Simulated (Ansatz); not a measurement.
**BSiH3 (SMILES B[SiH]): U-r2SCAN0/STO-3G**

What is the electronic atomisation energy of BSiH3 at U-r2SCAN0/STO-3G? 

The results are computed with Ansatz 0.2.0.

43 further runs of the same task are left out: 43 set aside as unsound or not needed.

### Step 1. The molecule

BSiH3 has 5 atoms, charge 0, and is taken as a triplet. As SMILES, `B[SiH]`. The shape is that of a GFN2-xTB optimisation.

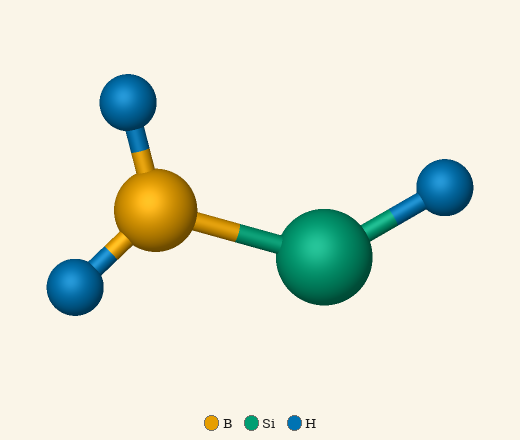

The structure, seen from a chosen angle (boron amber, silicon teal, hydrogen blue).

### Step 2. The energy at U-r2SCAN0/STO-3G

in.yaml reads:

```yaml
basis:
  gaussian: {orbitals: STO-3G}
crystal:
  periodic: [false, false, false]
  atoms:
    - {symbol: B, position_ang: [-0.206730, -0.708170, 0.126670]}
    - {symbol: Si, position_ang: [0.760780, 0.829450, -0.350440]}
    - {symbol: H, position_ang: [-1.303690, -0.620750, 0.549520]}
    - {symbol: H, position_ang: [0.263590, -1.779740, 0.010050]}
    - {symbol: H, position_ang: [0.486040, 2.279200, -0.335800]}
accuracy: high
hamiltonian: {xc: {name: r2SCAN0}}
magnetization: {spin_polarized: true, initial_magnetization: 2}
```

On the command line:

```
$ ansatz run in.yaml --threads 1 --pin off --max-ram 2610MiB --events-out events.jsonl --progress --plain --runs-dir runs
```

Standard output:

```text
Warning: RAYON_NUM_THREADS=1 ignored (pool sized by the plan → 1); use --threads N
Functional definition: r2SCAN0
  name "r2SCAN0"
  parameter a = 0.25
  parameter k0 = 0.174
  parameter k1 = 0.065
  parameter a1 = 4.9479
  exchange = (1 - a)*r2scan_x(k0 = k0, k1 = k1, a1 = a1) + a*exact_x
  correlation = r2scan_c
287 factors; integrals over basis functions are off by at most 1.2e-8 eV
mean field evaluation 1: about -8496.9790 eV, gradient 8.7e0 eV
mean field evaluation 2: about -8497.3076 eV, gradient 7.9e0 eV
mean field evaluation 4: about -8497.8525 eV, gradient 4.9e-1 eV
mean field evaluation 8: about -8497.8182 eV, gradient 7.2e-3 eV
mean field evaluation 16: about -8497.8182 eV, gradient 4.5e-6 eV
mean field -8497.81815976 eV, -312.2890573430 hartree, gradient 6.3e-8 eV, S^2 2.001915; 0 other end points of the search recorded, 0 dependent functions left out
reference -8497.81816043 eV, -312.2890573678 hartree; 12, 10 occupied and 5, 7 virtual orbitals, 287 factors
Total energy: -8497.81816043 eV, -312.2890573678 hartree
```

Wall time 4.5 s (1 thread of Arm Neoverse V1, shared host); peak memory 0.21 GiB.

### Step 3. The B atom at the same level

run.yaml reads:

```yaml
basis:
  gaussian: {orbitals: STO-3G}
crystal:
  periodic: [false, false, false]
  atoms:
    - symbol: B
      position_ang: [0.000000, 0.000000, 0.000000]
magnetization: {spin_polarized: true, initial_magnetization: 1}
hamiltonian: {xc: {name: r2SCAN0}}
accuracy: high
```

Run the same way, it converges to -24.25616 Eh (log not shown).

### Step 4. The H atom at the same level

in.yaml reads:

```yaml
crystal:
  periodic: [false, false, false]
  atoms:
    - {symbol: H, position_ang: [0.000000, 0.000000, 0.000000]}
basis:
  gaussian: {orbitals: STO-3G}
magnetization: {spin_polarized: true, initial_magnetization: 1}
hamiltonian: {xc: {name: r2SCAN0}}
accuracy: high
```

Run the same way, it converges to -0.46649 Eh (log not shown).

### Step 5. The Si atom

in.yaml reads:

```yaml
basis:
  gaussian:
    orbitals: STO-3G
crystal:
  periodic: [false, false, false]
  atoms:
    - {symbol: Si, position_ang: [0.000000, 0.000000, 0.000000]}
magnetization:
  spin_polarized: true
  initial_magnetization: 2
hamiltonian:
  xc: {name: r2SCAN0}
accuracy: high
```

Run the same way, it converges to -285.92557 Eh (log not shown).

### Step 6. Results

Level: U-r2SCAN0/STO-3G.

```
                     quantity          value
       molecule: total energy  -312.28906 Eh
               molecule: ⟨S²⟩          2.002
         B atom: total energy   -24.25616 Eh
                 B atom: ⟨S²⟩          0.750
         H atom: total energy    -0.46649 Eh
                 H atom: ⟨S²⟩          0.750
        Si atom: total energy  -285.92557 Eh
                Si atom: ⟨S²⟩          2.000
electronic atomisation energy      19.262 eV
```

In words: Taking the molecule apart into free atoms costs 19.26 eV (1858 kJ/mol), before zero-point energy and without spin-orbit coupling. In a minimal basis such a difference can be off by several eV, whatever the method.
